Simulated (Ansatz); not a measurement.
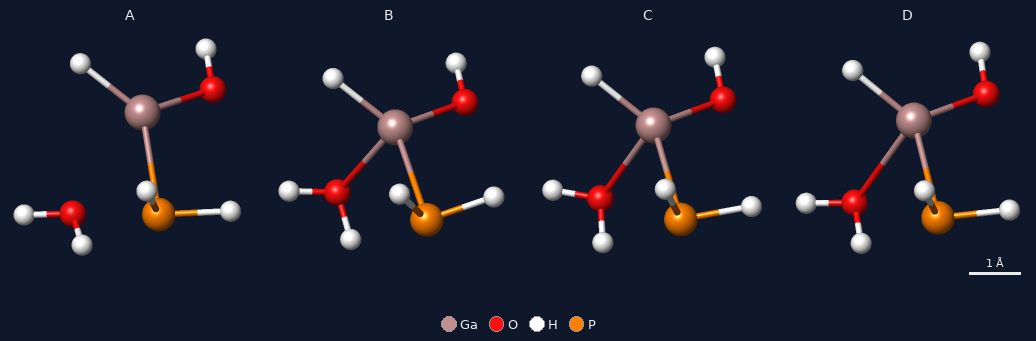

4 geometries from one relaxation of GaPH₆O₂, in shuffled order. Style: ball-and-stick. Shown from a free direction.

The run prepares an end point of a later path (reaction) calculation, from a guessed geometry.

These are results of Ansatz, RKS B3LYP/def2-mTZVP, not measurements. Settings: no spin polarisation; force threshold 0.03 eV/Å; at most 50 steps.

### Order the frames from highest to lowest energy.

A, D, C, B. They are steps 0, 4, 8, 20, at +20.9 kJ/mol, +8.13 kJ/mol, +1.53 kJ/mol relative to the last. The atom that moves furthest after the best rigid fit is an H atom (0.62 Å). Largest moves by element: H 0.62 Å, O 0.45 Å, Ga 0.34 Å, P 0.25 Å. Among the contacts that change: Ga–O 2.982 → 2.276 Å, Ga–P 2.304 → 2.356 Å, H–O 0.987 → 0.971 Å, Ga–H 1.568 → 1.579 Å. New bonds form, among them: Ga–O (2.98 → 2.28 Å). Bond angles that change, for instance: O–Ga–P 112.8° → 110.5°. After 16 accepted moves (20 points after the start) the energy has fallen by 20.9 kJ/mol. Largest force component: 0.78 eV/Å at the start, 0.016 eV/Å at the end. The line search rejected the trial steps at points 1, 7, 10, 15 of the run. The forces were under the threshold at step 16, but the run went on from there.

Limits of the set-up: the start holds two separate molecules, 2.6 Å apart at their closest, whose relative position is a soft coordinate and is computed without a dispersion correction.
